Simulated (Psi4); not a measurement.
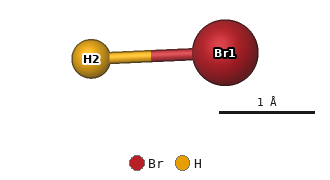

The structure as given in the input (ball-and-stick view, seen at a tilt; atoms are numbered from 1 in the order of the input).

# Single-point calculation of HBr (charge +1)

The run: single-point calculation of HBr, charge +1, multiplicity 2. Method and program: SCAN/cc-pVDZ, UKS (Psi4 1.11).

The geometry is that of the parent species in another charge or spin state. The geometry comes from this level: PBE0-D4/def2-TZVP.

### The program's output
```
Psi4 1.11 release

   => Loading Basis Set <=

    Name: CC-PVDZ
    Role: ORBITAL
    Keyword: BASIS

         ---------------------------------------------------------
                                   SCF
                              UKS Reference
                        1 Threads,   1525 MiB Core
         ---------------------------------------------------------

  ==> Geometry <==

    Molecular point group: c1
    Full point group: C_inf_v

    Geometry (in Bohr), charge = 1, multiplicity = 2:

       Center              X                  Y                   Z               Mass
    ------------   -----------------  -----------------  -----------------  -----------------
         BR          -0.000000000000    -0.000000000000    -0.033847629866    78.918337600000
         H            0.000000000000     0.000000000000     2.650458755562     1.007825032230

  Running in c1 symmetry.

  Rotational constants: A = ************  B =      8.39568  C =      8.39568 [cm^-1]
  Rotational constants: A = ************  B = 251696.19939  C = 251696.19939 [MHz]
  Nuclear repulsion =   13.038750043586015

  Charge       = 1
  Multiplicity = 2
  Electrons    = 35
  Nalpha       = 18
  Nbeta        = 17

  ==> Algorithm <==

  SCF Algorithm Type is PK.
  DIIS enabled.
  MOM disabled.
  Fractional occupation disabled.
  Guess Type is SAD.
  Energy threshold   = 1.00e-06
  Density threshold  = 1.00e-06
  Integral threshold = 1.00e-12

  ==> Primary Basis <==

  Basis Set: CC-PVDZ
    Blend: CC-PVDZ
    Number of shells: 14
    Number of basis functions: 32
    Number of Cartesian functions: 34
    Spherical Harmonics?: true
    Max angular momentum: 2

  ==> DFT Potential <==

   => LibXC <=

    Version 7.1.2

   => Composite Functional: SCAN <=

    Deriv               =              1
    GGA                 =           TRUE
    Meta                =           TRUE

    Exchange Hybrid     =          FALSE
    MP2 Hybrid          =          FALSE

   => Exchange Functionals <=

    1.0000   XC_MGGA_X_SCAN

   => Correlation Functionals <=

    1.0000   XC_MGGA_C_SCAN

   => LibXC Density Thresholds  <==

    XC_MGGA_C_SCAN:  1.00E-15
    XC_MGGA_X_SCAN:  1.00E-15

   => Molecular Quadrature <=

    Radial Scheme          =       TREUTLER
    Pruning Scheme         =           NONE
    Nuclear Scheme         =       TREUTLER

    Blocking Scheme        =         OCTREE
    BS radius alpha        =              1
    Pruning alpha          =              1
    Radial Points          =             99
    Spherical Points       =            590
    Total Points           =         107531
    Total Blocks           =            857
    Max Points             =            256
    Max Functions          =             32
    Weights Tolerance      =       1.00E-15

  ==> Integral Setup <==

  Using in-core PK algorithm.
   Calculation information:
      Number of atoms:                   2
      Number of AO shells:              14
      Number of primitives:             95
      Number of atomic orbitals:        34
      Number of basis functions:        32

      Integral cutoff                 1.00e-12
      Number of threads:                 1

  Performing in-core PK
  Using 279312 doubles for integral storage.
  We computed 5565 shell quartets total.
  Whereas there are 5565 unique shell quartets.

  ==> DiskJK: Disk-Based J/K Matrices <==

    J tasked:                  Yes
    K tasked:                   No
    wK tasked:                  No
    Memory [MiB]:              894
    Schwarz Cutoff:          1E-12

  Cached 100.0% of DFT collocation blocks in 0.244 [GiB].

  Minimum eigenvalue in the overlap matrix is 4.2194643080E-02.
  Reciprocal condition number of the overlap matrix is 1.4502372651E-02.
    Using symmetric orthogonalization.

  ==> Pre-Iterations <==

  SCF Guess: Superposition of Atomic Densities via on-the-fly atomic UHF (no occupation information).

   -------------------------
    Irrep   Nso     Nmo
   -------------------------
     A         32      32
   -------------------------
    Total      32      32
   -------------------------

  ==> Iterations <==

                        Total Energy        Delta E     RMS |[F,P]|

   @UKS iter SAD: -2573.51704892311955   -2.57352e+03   0.00000e+00
   @UKS iter   1: -2574.42865938438035   -9.11610e-01   1.46136e-02 DIIS/ADIIS
   @UKS iter   2: -2574.46339012378121   -3.47307e-02   7.20833e-03 DIIS/ADIIS
   @UKS iter   3: -2574.48108350405982   -1.76934e-02   1.54659e-03 DIIS/ADIIS
   @UKS iter   4: -2574.48278852570365   -1.70502e-03   2.09747e-04 DIIS/ADIIS
   @UKS iter   5: -2574.48282114843005   -3.26227e-05   3.26278e-05 DIIS
   @UKS iter   6: -2574.48282220947431   -1.06104e-06   6.42226e-06 DIIS
   @UKS iter   7: -2574.48282229668166   -8.72074e-08   1.50770e-06 DIIS
   @UKS iter   8: -2574.48282230212135   -5.43969e-09   2.21051e-07 DIIS
  Energy and wave function converged.

  ==> Post-Iterations <==

   Electrons on quadrature grid:
      Nalpha   =   17.9999999808 ; deviation = -1.920e-08
      Nbeta    =   16.9999999809 ; deviation = -1.913e-08
      Ntotal   =   34.9999999617 ; deviation = -3.833e-08

   @Spin Contamination Metric:   3.356543458E-03
   @S^2 Expected:                7.500000000E-01
   @S^2 Observed:                7.533565435E-01
   @S   Expected:                5.000000000E-01
   @S   Observed:                5.000000000E-01

    Orbital Energies [Eh]
    ---------------------

    Alpha Occupied:

       1A   -482.735840     2A    -62.749536     3A    -56.540262
       4A    -56.535027     5A    -56.531869     6A     -9.062617
       7A     -6.870866     8A     -6.860376     9A     -6.846043
      10A     -2.965842    11A     -2.964244    12A     -2.953833
      13A     -2.945615    14A     -2.944104    15A     -1.145844
      16A     -0.761714    17A     -0.685551    18A     -0.626591

    Alpha Virtual:

      19A     -0.312395    20A      0.023515    21A      0.103367
      22A      0.144410    23A      0.162153    24A      0.162416
      25A      0.189316    26A      0.201593    27A      0.234210
      28A      0.356933    29A      0.580277    30A      1.091656
      31A      1.103428    32A      1.667623

    Beta Occupied:

       1A   -482.734546     2A    -62.747745     3A    -56.533960
       4A    -56.532586     5A    -56.530893     6A     -9.060219
       7A     -6.864129     8A     -6.858901     9A     -6.844386
      10A     -2.957393    11A     -2.957320    12A     -2.946690
      13A     -2.944091    14A     -2.941508    15A     -1.096204
      16A     -0.748711    17A     -0.609315

    Beta Virtual:

      18A     -0.578700    19A     -0.303476    20A      0.038650
      21A      0.146231    22A      0.153736    23A      0.199604
      24A      0.207485    25A      0.225524    26A      0.233442
      27A      0.238258    28A      0.370041    29A      0.587080
      30A      1.088024    31A      1.088854    32A      1.654483

    Final Occupation by Irrep:
              A
    DOCC [    17 ]
    SOCC [     1 ]
    NA   [    18 ]
    NB   [    17 ]

  @UKS Final Energy: -2574.48282230212135

   => Energetics <=

    Nuclear Repulsion Energy =             13.0387500435860151
    One-Electron Energy =               -3594.0813845432066955
    Two-Electron Energy =                1098.0860847574383570
    DFT Exchange-Correlation Energy =     -91.5262725599385476
    Empirical Dispersion Energy =           0.0000000000000000
    VV10 Nonlocal Energy =                  0.0000000000000000
    Total Energy =                      -2574.4828223021213489

  UHF NO Occupations:
  HONO-2 :   16  A 1.9997565
  HONO-1 :   17  A 1.9986050
  HONO-0 :   18  A 1.0000000
  LUNO+0 :   19  A 0.0013950
  LUNO+1 :   20  A 0.0002435
  LUNO+2 :   21  A 0.0000283
  LUNO+3 :   22  A 0.0000068

Computation Completed

Properties will be evaluated at   0.000000,   0.000000,   0.000000 [a0]

Properties computed using the SCF density matrix

 Multipole Moments:

 ------------------------------------------------------------------------------------
     Multipole            Electronic (a.u.)      Nuclear  (a.u.)        Total (a.u.)
 ------------------------------------------------------------------------------------

 L = 1.  Multiply by 2.5417464519 to convert [e a0] to [Debye]
 Dipole X            :          0.0000000            0.0000000            0.0000000
 Dipole Y            :         -0.0000000            0.0000000           -0.0000000
 Dipole Z            :         -0.8118729            1.4657917            0.6539189
 Magnitude           :                                                    0.6539189

 ------------------------------------------------------------------------------------

	total time  =          9 seconds =       0.15 minutes

  Variable Map:
  ----------------------------------------------------------------------------
  "CURRENT ENERGY"              =>   -2574.482822302121
  "CURRENT REFERENCE ENERGY"    =>   -2574.482822302121
  "DD SOLVATION ENERGY"         =>       0.000000000000
  "DFT FUNCTIONAL TOTAL ENERGY" =>   -2574.482822302121
  "DFT TOTAL ENERGY"            =>   -2574.482822302121
  "DFT VV10 ENERGY"             =>       0.000000000000
  "DFT XC ENERGY"               =>     -91.526272559939
  "GRID ELECTRONS ALPHA"        =>      17.999999980797
  "GRID ELECTRONS BETA"         =>      16.999999980875
  "GRID ELECTRONS TOTAL"        =>      34.999999961672
  "NUCLEAR REPULSION ENERGY"    =>      13.038750043586
  "ONE-ELECTRON ENERGY"         =>   -3594.081384543207
  "PCM POLARIZATION ENERGY"     =>       0.000000000000
  "PE ENERGY"                   =>       0.000000000000
  "SCF ITERATION ENERGY"        =>   -2574.482822302121
  "SCF ITERATIONS"              =>       8.000000000000
  "SCF TOTAL ENERGY"            =>   -2574.482822302121
  "TWO-ELECTRON ENERGY"         =>    1098.086084757438
  "XC GRID RADIAL POINTS"       =>      99.000000000000
  "XC GRID SPHERICAL POINTS"    =>     590.000000000000
  "XC GRID TOTAL POINTS"        =>  107531.000000000000

  Array Variable Map:
  ----------------------------------------------------------------------------
  "CURRENT DIPOLE"              =>       0.000000000000 ... 0.653918851217 1 by 3
  "SCF DIPOLE"                  =>       0.000000000000 ... 0.653918851217 1 by 3
  "SCF TOTAL ENERGIES"          =>   -2573.517048923120 ... -2574.482822302121 1 by 9

    Psi4 run time: 0:00:09.03
```

The run was set up as follows.

### Input (calc.in)
```
memory 1600 MB

molecule m {
  1 2
  Br    -1.13992059     0.41188471    -0.57646095
  H      1.13992059    -0.41188471     0.57646095
  units bohr
  symmetry c1
}

set {
  reference            uks
  puream               true
  scf_type             pk
  dft_radial_points    99
  dft_spherical_points 590
  maxiter              100
}

e, wfn = energy("scan/cc-pVDZ", return_wfn=True)
print_variables()
```

Run as:
```bash
psi4 -i calc.in -o calc.out -n 1
```

### Key numbers

| quantity | value |
| --- | --- |
| outcome | converged |
| total energy | −2574.482822 hartree |
| basis functions | 32 |
| ⟨S²⟩ | 0.753 |
| hardware | 1 thread of Intel Xeon @ 2.70GHz, 189 GiB of memory available, shared host |
| wall time | 12 s |
| peak memory | 0.65 GiB |
